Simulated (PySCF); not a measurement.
## Mending a single-point calculation on C3BiN3

System: C3BiN3 (Bi(CN)3).
Method of run A: RKS B3LYP, Bi def2-SVP with ECP60, C def2-SVP, N def2-SVP; non-relativistic Hamiltonian with a scalar-relativistic core potential; density fitting (PySCF 2.14.0).

Some settings of this run were made unusual or wrong on purpose. Text and figures count atoms from 1; the logs count them from 0 in places.

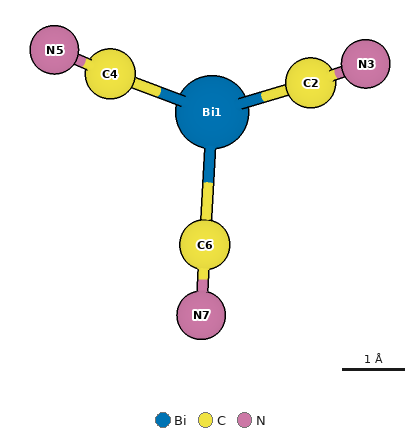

The structure as given in the input (ball-and-stick view, seen at a tilt; atoms are numbered from 1 in the order of the input). Sticks mark near contacts. Bond lengths as drawn: Bi–C 2.24 Å and C–N 1.16 Å.

### Input, run A
```python
mol = gto.M(atom='''
Bi    -0.00000    -0.00000    -1.18347
C      1.87990    -0.00000     0.03755
N      2.92027    -0.00000     0.55562
C     -0.93995     1.62805     0.03755
N     -1.46013     2.52903     0.55562
C     -0.93995    -1.62804     0.03755
N     -1.46014    -2.52903     0.55562''',
    basis={'Bi': 'def2-SVP', 'C': 'def2-SVP', 'N': 'def2-SVP'},
    ecp={'Bi': 'def2-SVP'},
    charge=0, spin=0)
mf = dft.RKS(mol, xc='B3LYP')
mf.grids.atom_grid = (10, 14)  # f atoms: at least (60, 302), unpruned
mf = mf.density_fit()  # Bi def2-universal-JKFIT, C def2-universal-JKFIT, N def2-universal-JKFIT
mf.conv_tol = 1e-08; mf.max_cycle = 55
mf.kernel(dm0)
```

The script is an equivalent of the set-up of the self-consistent field. The run itself was carried out by a driver, which started from the orbitals of the step before it where there was one and computed the further properties.

Command:
```bash
OMP_NUM_THREADS=2 python <driver script>
```

Hardware: 2 threads of Arm Neoverse V1, 24 GiB of memory available, shared host.

### Output (run A)
```
init E= -496.64519907017
  HOMO = -0.285721663893338  LUMO = -0.114119224963272  gap/eV = 4.66954
cycle= 1 E= -492.21496795987  delta_E= 4.43  |g|= 0.551  |ddm|= 3.87
  HOMO = -0.368218941252129  LUMO = -0.136923693189635  gap/eV = 6.29386
cycle= 2 E= -492.036749261345  delta_E= 0.178  |g|= 1.05  |ddm|= 1.24
  HOMO = -0.362427688156201  LUMO = -0.141353566712766  gap/eV = 6.01573
cycle= 3 E= -492.264730363114  delta_E= -0.228  |g|= 0.322  |ddm|= 0.839
  HOMO = -0.349273248711823  LUMO = -0.127080597197046  gap/eV = 6.04617
cycle= 4 E= -492.289116776487  delta_E= -0.0244  |g|= 0.0414  |ddm|= 0.295
  HOMO = -0.350009608767709  LUMO = -0.124210391046639  gap/eV = 6.14431
cycle= 5 E= -492.289461711462  delta_E= -0.000345  |g|= 0.0284  |ddm|= 0.0773
  HOMO = -0.350148834079578  LUMO = -0.124942453415155  gap/eV = 6.12818
cycle= 6 E= -492.289590022413  delta_E= -0.000128  |g|= 0.0154  |ddm|= 0.0278
  HOMO = -0.350494699418481  LUMO = -0.125376382226024  gap/eV = 6.12578
cycle= 7 E= -492.289645334779  delta_E= -5.53e-05  |g|= 0.00055  |ddm|= 0.0138
  HOMO = -0.350505183137041  LUMO = -0.125371211421804  gap/eV = 6.12621
cycle= 8 E= -492.28964542166  delta_E= -8.69e-08  |g|= 0.000161  |ddm|= 0.000993
  HOMO = -0.350488513354704  LUMO = -0.125367760283588  gap/eV = 6.12585
cycle= 9 E= -492.289645428617  delta_E= -6.96e-09  |g|= 6.21e-05  |ddm|= 0.000293
  HOMO = -0.350499050371054  LUMO = -0.125368326928274  gap/eV = 6.12612
Extra cycle  E= -492.289645427833  delta_E= 7.84e-10  |g|= 7.96e-05  |ddm|= 0.000192
converged SCF energy = -492.289645427833
```

Q: What should be changed in this input?

A: Some settings of this run were drawn to be unusual or wrong. It converged; results that depend on the unusual settings are not reference values.

A run of the same system that converges differs from this input as follows (lines with − go, lines with + come):
```diff
-mf.grids.atom_grid = (10, 14)  # f atoms: at least (60, 302), unpruned
+mf.grids.atom_grid = (50, 194)  # f atoms: at least (60, 302), unpruned
```

### Output (run B)
```
init E= -492.970042586148
  HOMO = -0.352934381697599  LUMO = -0.110288467615926  gap/eV = 6.60273
cycle= 1 E= -492.970042599284  delta_E= -1.31e-08  |g|= 9.37e-05  |ddm|= 0.000613
  HOMO = -0.352931027572201  LUMO = -0.110294501090285  gap/eV = 6.60248
cycle= 2 E= -492.970042590807  delta_E= 8.48e-09  |g|= 0.000217  |ddm|= 0.000238
  HOMO = -0.35293236875837  LUMO = -0.110290840494721  gap/eV = 6.60261
cycle= 3 E= -492.970042601401  delta_E= -1.06e-08  |g|= 3.15e-05  |ddm|= 0.000151
  HOMO = -0.352933002417865  LUMO = -0.110291104759092  gap/eV = 6.60262
cycle= 4 E= -492.970042601668  delta_E= -2.66e-10  |g|= 6.76e-06  |ddm|= 3.69e-05
  HOMO = -0.352932793643866  LUMO = -0.110290537866838  gap/eV = 6.60263
Extra cycle  E= -492.9700426016  delta_E= 6.73e-11  |g|= 1.83e-05  |ddm|= 1.78e-05
converged SCF energy = -492.9700426016
```

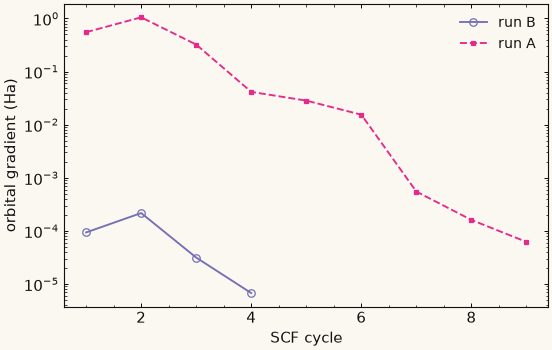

Convergence of the two runs: orbital gradient against the SCF cycle. Run B takes 4 cycles in all, and run A takes 9.

### The two runs side by side

```tsv
quantity	run A	run B
outcome	converged	converged
total energy (hartree)	−492.289645	−492.970043
HOMO (eV)	−9.54	−9.60
LUMO (eV)	−3.41	−3.00
dipole moment (D)	6.66	6.40
basis functions	110	110
largest force (eV/Å)	4.956	–
wall time (shared host)	2.7 s	40 s
```

The energy of run B is 427.0 kcal/mol lower, which measures how much it depends on this numerical setting. The HOMO goes from −9.54 to −9.60 eV. The LUMO goes from −3.41 to −3.00 eV. The dipole moment goes from 6.66 to 6.40 D. This is the error of the numerical integration: a lower energy isn't a better one, and neither grid is shown to be converged. On the same kind of shared host run B took about 15 times as long.
